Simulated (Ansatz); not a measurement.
bcc W, treated with revPBE in Ansatz (plane waves, PAW).

Run with plane-wave cutoff 520 eV, 24×24×24 k mesh, Fermi–Dirac smearing 0.05 eV, no spin polarisation, scalar-relativistic PAW data made under PBE.

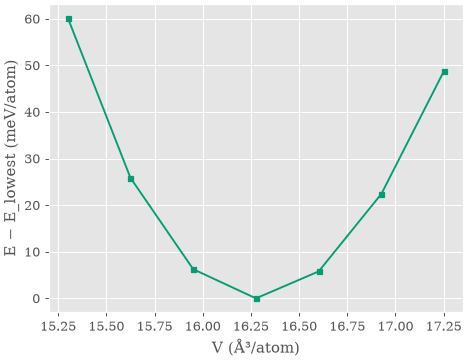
*Total energy against volume*

Task: From the curve, estimate the equilibrium volume and the bulk modulus.

Result: V0 ≈ 16.3 Å³/atom and B0 ≈ 300 GPa; the fit gives V0 = 16.277 Å³/atom, B0 = 296 GPa, B′ = 4.1.

Measured, for comparison: bulk modulus 312 GPa (zero-point energy and finite temperature contributions removed, our sources range from 300 to 328; as tabulated in doi:10.1021/acs.jctc.3c00612); equilibrium volume per atom 15.78 Å³/atom (static lattice: zero-point anharmonic expansion removed; as tabulated in Mejia-Rodriguez and Trickey (2018), arXiv:1807.09216). Computed (rounded) less measured: bulk modulus -5 % (-1 % to -10 % over the range), equilibrium volume per atom +3.2 %.

Spin–orbit coupling is not included.

The computed numbers hold no vibrational or temperature effects.

Ansatz is a quantum-chemistry and plane-wave program.
